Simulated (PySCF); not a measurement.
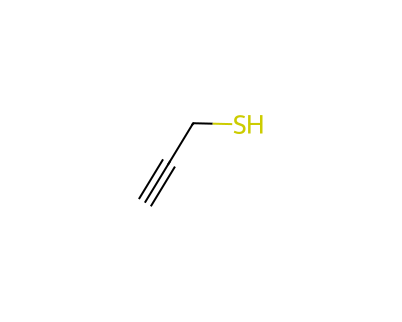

Question: Write the SMILES.

Answer: C#CCS

Question: Give the formula, hydrogens included.

Answer: C3H4S.

Question: An optimisation with GFN2-xTB gave a structure of which point group?

Answer: C1.

More results for the same structure follow; atom numbers are the same in all pictures, views and colours differ. Computed geometry: GFN2-xTB optimisation. No frequency run is at hand to confirm it as a minimum.

### Excitation

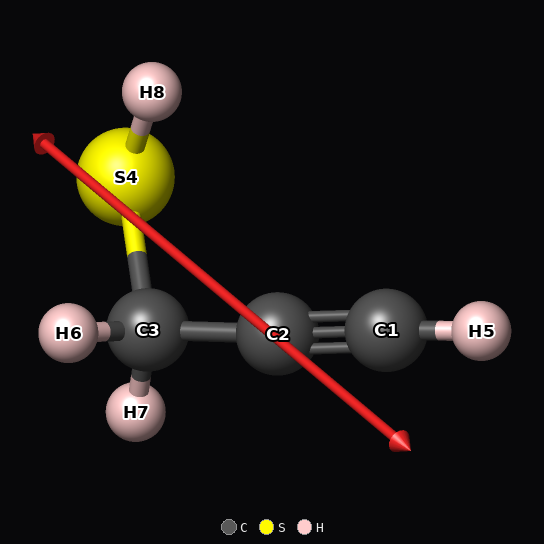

The double arrow shows the direction of the transition dipole to excited singlet state 5 (its length means nothing). No frequency run is at hand to confirm it as a minimum. Properties computed with TDDFT B3LYP/def2-SVPD, vertical, gas phase, core orbitals frozen in the response (PySCF 2.14.0).

Question: How is the transition polarised?

Answer: Close to the long direction C1···S4.

Question: Give its energy, strength and character.

Answer: 6.46 eV (192 nm), oscillator strength 0.038, of mixed character, with the largest part HOMO−1 → LUMO (weight 0.39); transition dipole 1.25 D.

### Core levels

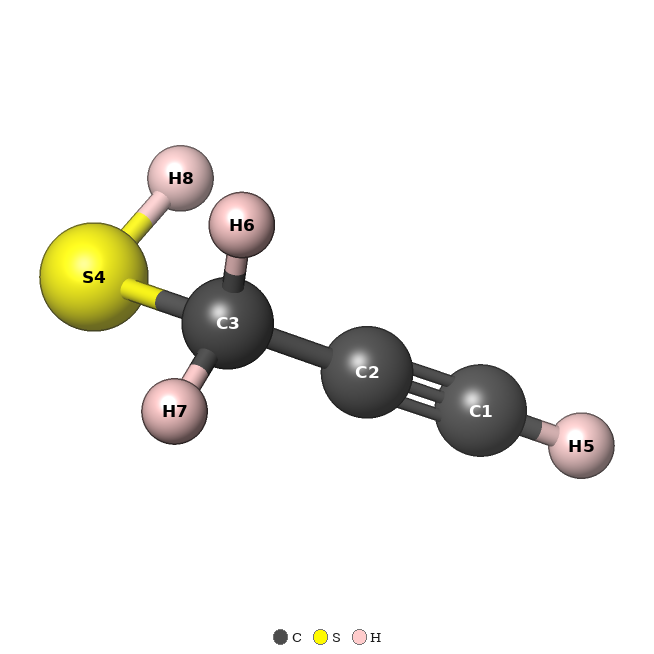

No frequency run is at hand to confirm it as a minimum. Properties computed with delta-SCF UKS SCAN, pcX-2 on the ionised atom, pcseg-1 elsewhere, spin-free X2C (PySCF 2.14.0).

Give the core-electron binding energies (to vacuum; p and d levels without spin–orbit splitting) of C1 1s, C2 1s, C3 1s, S4 1s, S4 2p.

| atom | level | binding energy (eV) |
| --- | --- | --- |
| C1 | 1s | 290.4 |
| C2 | 1s | 290.9 |
| C3 | 1s | 292.4 |
| S4 | 1s | 2477.4 |
| S4 | 2p | 170.1 |

### Polarisability

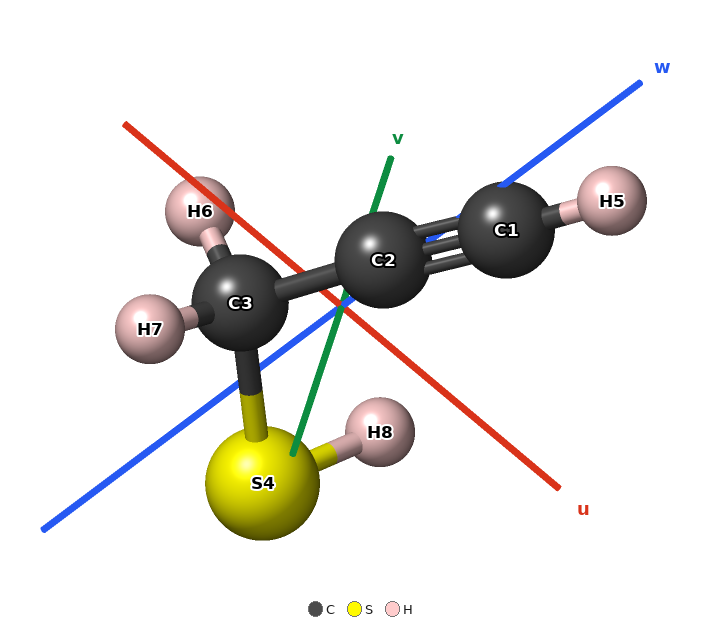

The lines u, v and w are the principal axes of the static dipole polarisability. No frequency run is at hand to confirm it as a minimum. Computed with B3LYP/def2-SVPD (PySCF 2.14.0).

Question: Along which axis is the molecule most polarisable, and along which least?

Answer: Most along w (close to the long direction C1···S4), least along v.

Question: Give the three principal values.

Answer: u 50.9, v 44.1, w 76.0 bohr³; mean 57.0, anisotropy 29.1 bohr³.
